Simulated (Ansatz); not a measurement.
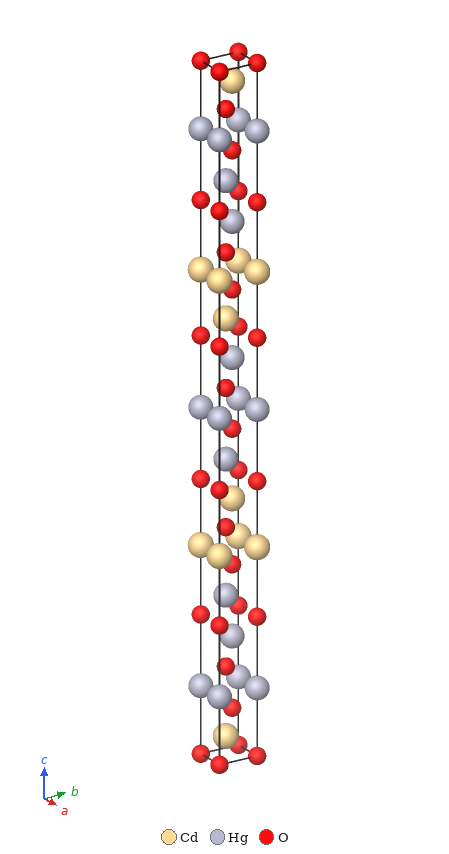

Crystal structure, spheres-only style, seen slightly off an axis. Lines trace the edges of the conventional unit cell.

Cd2Hg3O5, space group R-3m (No. 166), a = 3.429 Å, b = 3.429 Å, c = 42.310 Å, α = 90.00°, β = 90.00°, γ = 120.00°. Starting structure: a structure type filled with these elements by a generator (whether the compound takes this form wasn't checked). Earlier steps of the study, as a rule a relaxation of our own, may have changed the cell and positions, so they can lie some per cent off the listed ones. Ansatz was used for an electronic-structure calculation on it.

This one geometry was computed with Ansatz (DFT, plane waves, PAW) at three levels of theory: r2SCAN, PBEsol and PBE.

> Which level gives the highest pressure at this volume, and what does that say about its equilibrium volume?

Highest: PBE (0.0 GPa), which points to the largest equilibrium volume. Lowest, with the smallest volume: PBEsol (-6.4 GPa). Levels within 0.5 GPa of each other can't be told apart.

> How does the band gap change with the level of theory?

All levels give a metal, though semilocal functionals underestimate gaps and can close a small one.

> Collect the results in a table.

| level | cutoff (eV) | k-mesh of the run's cell | gap (eV) | pressure (GPa) |
| --- | --- | --- | --- | --- |
| r2SCAN | 500 | 12×12×12 | metal | -5.0 |
| PBEsol | 420 | 12×12×12 | metal | -6.4 |
| PBE | 420 | 12×12×12 | metal | 0.0 |

Gaps are taken on the k-mesh or band path of each run.
